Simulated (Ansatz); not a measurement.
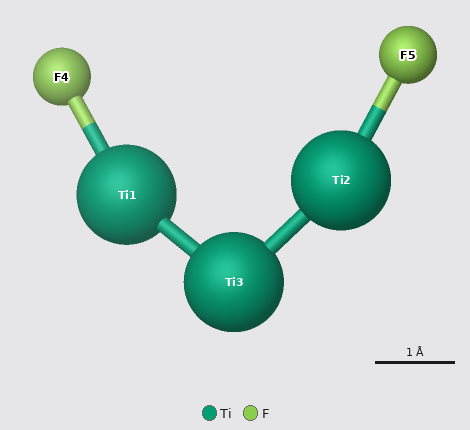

Figure 1. The structure as given in the input (ball-and-stick view, seen at a tilt; atoms are numbered from 1 in the order of the input). Sticks mark near contacts. Bond lengths as drawn: F–Ti 1.81 Å and Ti–Ti 1.89 Å.

**What a change does: single-point calculation on Ti3F2**

System: Ti3F2.
Method of run 1: RKS PBE0-D4/def2-TZVP (Ansatz 0.2.0).

The geometry comes from this level: PBE0-D4/def2-SVP. Text and figures count atoms from 1; the logs count them from 0 in places.

**Input, run 1**
```yaml
crystal:
  periodic: [false, false, false]
  atoms:
    - {symbol: Ti, position_ang: [-0.914319, -0.645050, 0.994573]}
    - {symbol: Ti, position_ang: [1.367636, 0.390912, -0.425527]}
    - {symbol: Ti, position_ang: [0.962750, -0.521553, 1.178892]}
    - {symbol: F, position_ang: [-2.555124, -0.446181, 0.266531]}
    - {symbol: F, position_ang: [1.139046, 1.221862, -2.014468]}
basis:
  gaussian: {orbitals: def2-TZVP, initial_orbitals: start.molden}
hamiltonian: {xc: pbe0, dispersion: d4}
scf: {omitted_lower_state_checks: [starts]}
output: {orbitals: {seedname: orbitals}}
```

Command:
```bash
ansatz run in.yaml --threads 4 --pin off --events-out ev --progress --plain --max-ram 4787MiB
```

Hardware: 4 threads of Arm Neoverse V1, 23 GiB of memory available, shared host.

**Output (run 1)**
```
Functional definition: PBE0
  parameter a = 0.25
  parameter kappa = 0.804
  parameter beta = 0.06672455060314922
  exchange = (1 - a)*pbe_x(kappa = kappa, mu = beta*pi^2/3) + a*exact_x
  correlation = pbe_c(beta = beta)
these checks for a lower state are left out or cut short: starts
1710 factors; their error is unknown
mean field evaluation 1: about -74753.6056 eV, gradient 1.8e2 eV
mean field evaluation 2: about -74757.0750 eV, gradient 5.0e0 eV
mean field evaluation 4: about -74757.6128 eV, gradient 3.0e-1 eV
mean field evaluation 8: about -74757.6131 eV, gradient 1.5e-5 eV
mean field -74757.61311515 eV, -2747.2916094517 hartree, gradient 1.5e-5 eV, S^2 0.000000; 0 other end points of the search recorded, 0 dependent functions left out
reference -74757.61315580 eV, -2747.2916109454 hartree; 42, 42 occupied and 155, 155 virtual orbitals, 1710 factors
Total energy: -74757.73863686 eV, -2747.2962222892 hartree
Checks for a lower state left out: starts
```

For run 2 the input was changed thus:
```diff
-hamiltonian: {xc: pbe0, dispersion: d4}
+hamiltonian: {xc: r2scan, dispersion: d4}
```

Predict how the results change.

The total energies belong to different models, so their difference says nothing on which is more stable or more accurate. The HOMO goes from −5.81 to −4.92 eV. The LUMO goes from −3.01 to −4.08 eV. On the same kind of shared host run 2 took about 1.5 times as long.

**Output (run 2)**
```
Functional definition: r2SCAN
  parameter k0 = 0.174
  parameter k1 = 0.065
  parameter a1 = 4.9479
  exchange = r2scan_x(k0 = k0, k1 = k1, a1 = a1)
  correlation = r2scan_c
these checks for a lower state are left out or cut short: starts
1551 factors; their error is unknown
mean field evaluation 1: about -74775.3632 eV, gradient 8.0e0 eV
mean field evaluation 2: about -74775.5735 eV, gradient 8.4e-1 eV
mean field evaluation 4: about -74775.5652 eV, gradient 1.3e-1 eV
mean field evaluation 8: about -74775.5652 eV, gradient 1.2e-5 eV
mean field -74775.56518855 eV, -2747.9513359807 hartree, gradient 1.2e-5 eV, S^2 0.000000; 0 other end points of the search recorded, 0 dependent functions left out
reference -74775.56520704 eV, -2747.9513366602 hartree; 42, 42 occupied and 155, 155 virtual orbitals, 1551 factors
Total energy: -74775.59439587 eV, -2747.9524093300 hartree
Checks for a lower state left out: starts
```

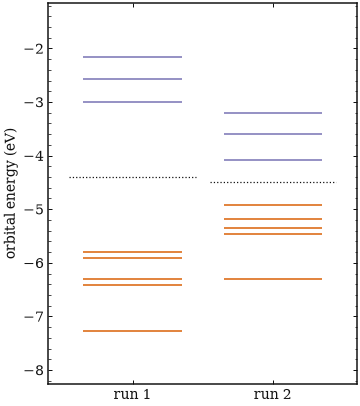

Figure 2. The five highest filled and three lowest empty orbital energies of the two runs; the dotted lines part filled from empty levels. The HOMO–LUMO gap is 2.80 eV in run 1 and 0.85 eV in run 2.

**The two runs side by side**

| quantity | run 1 | run 2 |
| --- | --- | --- |
| outcome | converged | converged |
| total energy (hartree) | −2747.296222 | −2747.952409 |
| HOMO (eV) | −5.81 | −4.92 |
| LUMO (eV) | −3.01 | −4.08 |
| basis functions | 197 | 197 |
| wall time (shared host) | 5.5 s | 8.5 s |
